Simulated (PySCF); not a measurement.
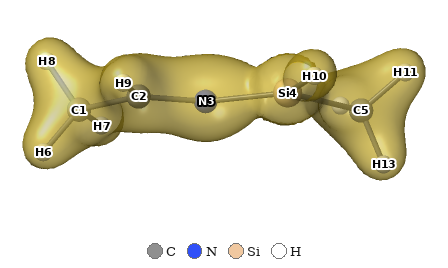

Figure. C₃H₈NSi (doublet). Isosurface of the electron density at 0.6 e/Å³ (yellow), seen from one side.

Geometry: GFN2-xTB.

Level of theory: PySCF, UKS B3LYP, pcH-1 on C H N Si, non-relativistic, mean-field spin-orbit, GIAO.

```xyz
13

C     2.4851    0.7710    0.0452
C     1.5033   -0.2758    0.4409
N     0.2385   -0.1167    0.1732
Si   -1.1919   -0.9038    0.3651
C    -2.6724    0.0420   -0.3182
H     3.0493    1.1165    0.9135
H     1.9663    1.6137   -0.4025
H     3.2051    0.3738   -0.6738
H     1.8944   -1.1545    0.9481
H    -1.5379   -2.1762    0.9917
H    -3.3662   -0.6307   -0.8152
H    -2.3570    0.7922   -1.0354
H    -3.2209    0.5490    0.4711
```

**How is the density connected at this value?**

At this value the surface is in one piece. It bridges the sampled C–N (1.30 Å), C–C (1.49 Å), Si–N (1.64 Å) and C–Si (1.89 Å) contacts, where the density stays above the isovalue. On the grid the lowest density along these lines, outside the cores, is 2.3 e/Å³ (C–N, 1.30 Å), 1.7 e/Å³ (C–C, 1.49 Å), 1 e/Å³ (Si–N, 1.64 Å) and 0.79 e/Å³ (C–Si, 1.89 Å).
